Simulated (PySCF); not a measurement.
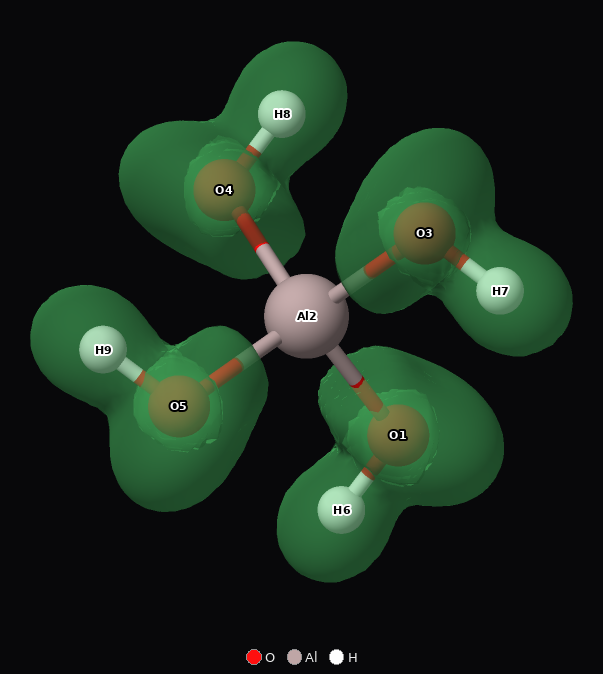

Figure. AlH4O4 (charge −1). Isosurface of the electron localisation function at 0.75 (green), seen at a tilt. Only the valence region is drawn (cores and ρ < 0.01 e/Å³ removed).

Geometry: PBE0-D3(BJ)/def2-SVP.

All numbers below come from PBE0/aug-pcSseg-2, SCF density, gas phase, non-relativistic in PySCF 2.14.0.

| atom | x (Å) | y (Å) | z (Å) |
| --- | --- | --- | --- |
| O | -1.3611 | -0.9165 | -0.7512 |
| Al | -0.0440 | -0.0014 | 0.0153 |
| O | -0.7267 | 1.5960 | 0.3920 |
| O | 0.5935 | -0.6340 | 1.5486 |
| O | 1.3147 | -0.0533 | -1.1294 |
| H | -0.9726 | -1.5329 | -1.3775 |
| H | -1.4796 | 1.7402 | -0.1870 |
| H | 0.1325 | -0.1976 | 2.2697 |
| H | 2.1321 | -0.0431 | -0.6247 |

**Where are the electrons localised?**

At this value the surface marks out four joined regions spread over several atoms (H, O), in which their bonds and any lone pairs are merged. Profiles from the grid: Al–O (1.78 Å): the ELF peaks at about 0.90 in the valence shell of O, 0.6 Å from its nucleus, and is about 0.55 at the midpoint. O–H (0.96 Å): the ELF climbs to about 1 towards the hydrogen, as it does in any bond to H; a covalent bond by its length.
